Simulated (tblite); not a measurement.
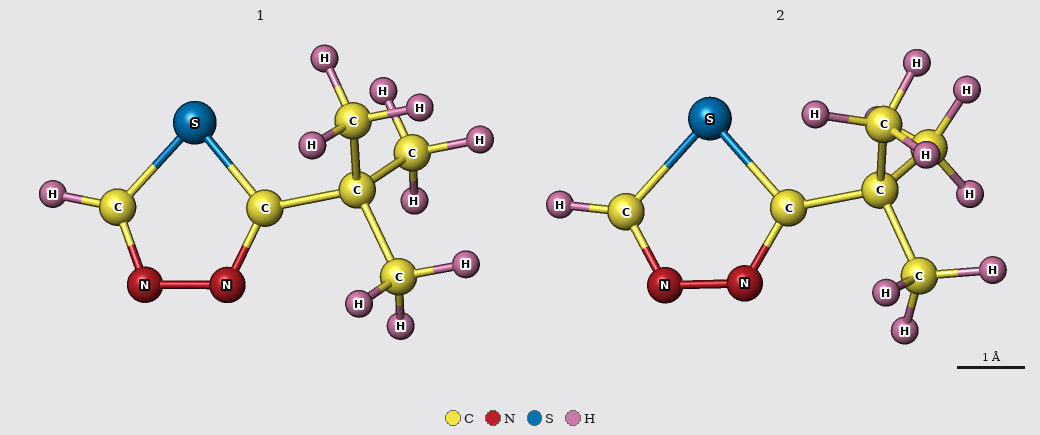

Two geometries of C6H10N2S, drawn at one scale. One is the start of a relaxation, the other its converged end. Style: ball-and-stick. Shown at a tilt.

Method: GFN2-xTB geometry optimisation, gas phase in tblite 0.8.0. 

Which of the two is the end point?

Structure 1 is the relaxed one. The largest move after the best rigid fit is that of an H atom, 1.09 Å. Largest moves by element: H 1.09 Å, C 0.19 Å, S 0.11 Å, N 0.05 Å. Among the contacts that change: C–S 1.896 → 1.735 Å, C–S 1.911 → 1.763 Å, N–N 1.277 → 1.325 Å, C–C 1.484 → 1.530 Å. Among the angles between lasting bonds that change: N–C–S 106.3° → 114.2°, N–N–C 120.6° → 113.5°, N–C–S 106.1° → 112.4°. Groups turn about C–C by about 50°, C–C by about 40°. The energy falls by 1.338 eV in 84 geometry steps. Cost: 0.67 s on 1 thread of Arm Neoverse V1 (shared host).
